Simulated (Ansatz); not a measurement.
**H4OSi2: molecular dynamics**

The plan is to follow the molecule's vibrations and see whether its bonds hold. The start is relaxed first. Runs: 500 steps of 0.5 fs under a Langevin thermostat at 400 K. SMILES of the start: [SiH]O[SiH3].

All numbers below are computed with Ansatz 0.2.0 (RKS BLYP-D4/6-31G).

## 1. The starting structure

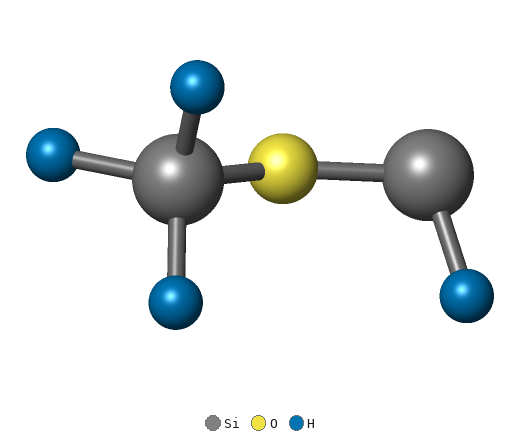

The starting structure, seen from a chosen angle (silicon grey, oxygen yellow, hydrogen blue).

Coordinates:

```xyz
7

Si   -1.7388   -1.3100   -0.0748
O    -0.1836   -0.9225    0.1152
Si    0.7905    0.3907    0.2611
H    -2.2072   -0.5792   -1.3147
H     0.7703    1.2125   -0.9703
H     0.3898    1.2165    1.4381
H     2.2402   -0.0761    0.4996
```

## 2. Relaxing the start

Contents of input.yaml:

```yaml
crystal:
  periodic: [false, false, false]
  atoms:
    - { symbol: Si, position_ang: [-1.7388, -1.31, -0.0748] }
    - { symbol: O, position_ang: [-0.1836, -0.9225, 0.1152] }
    - { symbol: Si, position_ang: [0.7905, 0.3907, 0.2611] }
    - { symbol: H, position_ang: [-2.2072, -0.5792, -1.3147] }
    - { symbol: H, position_ang: [0.7703, 1.2125, -0.9703] }
    - { symbol: H, position_ang: [0.3898, 1.2165, 1.4381] }
    - { symbol: H, position_ang: [2.2402, -0.0761, 0.4996] }
basis:
  gaussian: { orbitals: "6-31G" }
hamiltonian:
  xc: blyp
  dispersion: d4
relax:
  f_tol: 0.02
  max_steps: 40
scf:
  lower_state_search: "off"
output:
  orbitals: {}
```

On the command line:

```bash
ansatz run input.yaml --threads 1 --pin off --max-ram 2048MiB --backend cpu --events-out ev --progress --plain --runs-dir out
```

After this run come: Dynamics.

Before running it: what results should come out? Wanted: relaxation of the start; temperature, first and last step; temperature, second half; potential energy, second half; bonds formed or broken.

The runs gave:

| quantity | value |
| --- | --- |
| relaxation of the start | 8 moves, 0.700 eV lower |
| length | 500 steps of 0.5 fs |
| temperature, first and last step | 343 and 250 K |
| temperature, second half | mean 251 K, from 132 to 388 K |
| potential energy, second half | +21 meV/atom from the start |
| bonds formed or broken | 0 |

In words: Against a set 400 K the second half averages 251 K with a spread of 60 K; 21 meV/atom has gone into potential energy, and a thermostat that acts over some 1000 fs has not made it up in 250 fs. The bonds all hold. A run of 250 fs with 7 atoms shows the motion but fixes no equilibrium value. The nuclei move classically, without zero-point motion, which matters most for hydrogen. The basis is very small, so the numbers are rough.
